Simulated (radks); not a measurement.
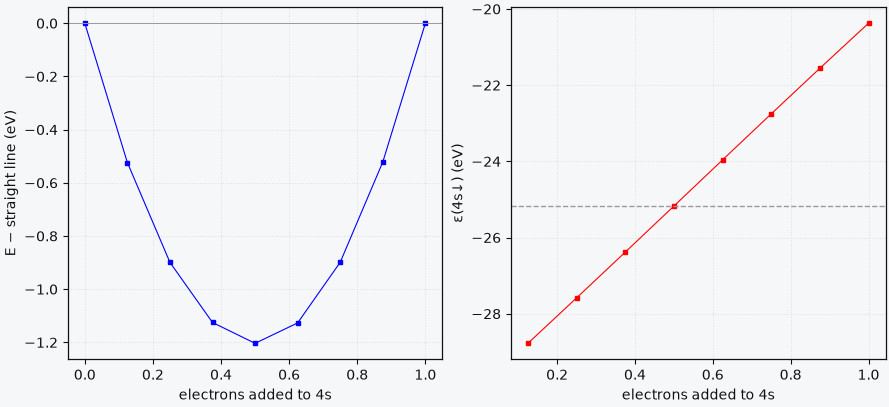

Method: scalar-relativistic Kohn-Sham, SCAN, spin-polarised, spherical densities, finite nucleus; computed with the in-house radial solver radks. The occupation of the 4s shell is varied from Br⁺ ([Ar] 3d10 4s1 4p5 (high spin)) to Br ([Ar] 3d10 4s2 4p5 (high spin)), with spherical fractional occupations. The plot shows the total energy less the straight line between the end points, and the eigenvalue of 4s↓ (the dashed line is minus the energy to take the whole electron out).

**What does the shape say about the method?**

The curve is convex (below the straight line), with the largest deviation among the points computed, −1.20 eV, at 0.5. The end points differ by 25.2 eV, the energy to take the electron out. The eigenvalue, which is the slope of the energy (Janak's theorem), moves from −28.8 eV at 0.125 to −20.4 eV at 1; for a straight line it would stay constant, and a parabola would sag by an eighth of this change, scaled to a whole electron, 1.20 eV. Convexity is the delocalisation error: fractional charges are too low in energy. The shell lies under occupied ones, so the straight line is a guide here rather than an exact condition.
